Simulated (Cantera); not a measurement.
Charge: 1 mol SiF4, a varied amount of NH3, 2.1 mol N2, at 725 K and 13300 Pa.

Equilibrium computed with Cantera from the NASA thermochemical tables; the gas is ideal and each condensed phase is pure. Candidate condensed phases: Si, Si3N4; 37 gas species. Kinetics and transport are ignored.

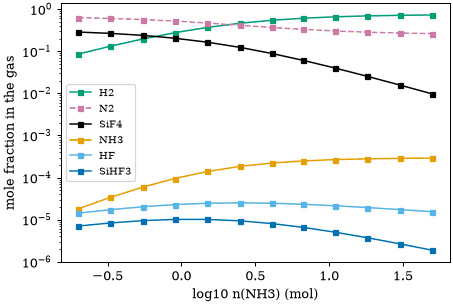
Fig. 1. Equilibrium gas composition (values under 1e-9 drawn at 1e-9)

From 0.2 mol NH3 to 6.7 mol NH3 nothing is condensed. From 11 mol NH3 to 50 mol NH3 the condensed part is Si3N4(s). The main Si-bearing gas is SiF4 throughout.
